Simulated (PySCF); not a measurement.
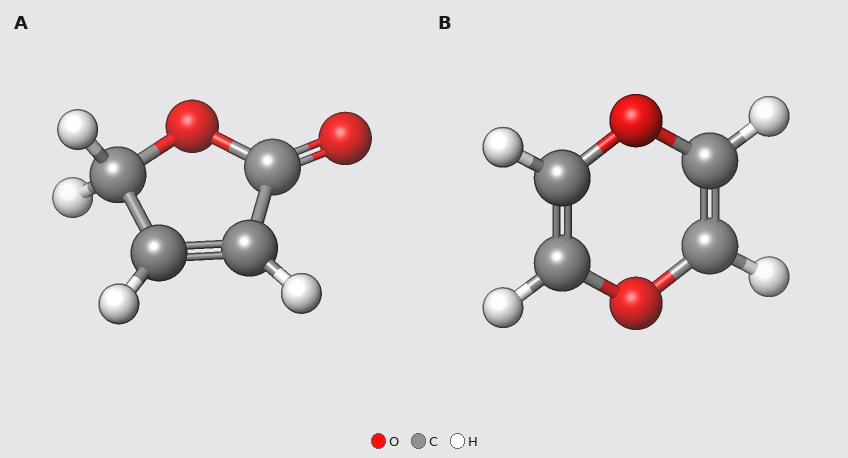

2 stationary structures of one formula. Geometries: PBE0-D3(BJ)/def2-SVP. Electronic energies: PBE0-D3(BJ)/def2-SVP (PySCF 2.14.0), without zero-point energy. No frequency run is at hand to confirm each as a minimum.

**Which is lowest in energy, and by how much?**

A is lowest; B lies 44.1 kcal/mol above it. A is `O=C1C=CCO1`, B is `C1=COC=CO1`.
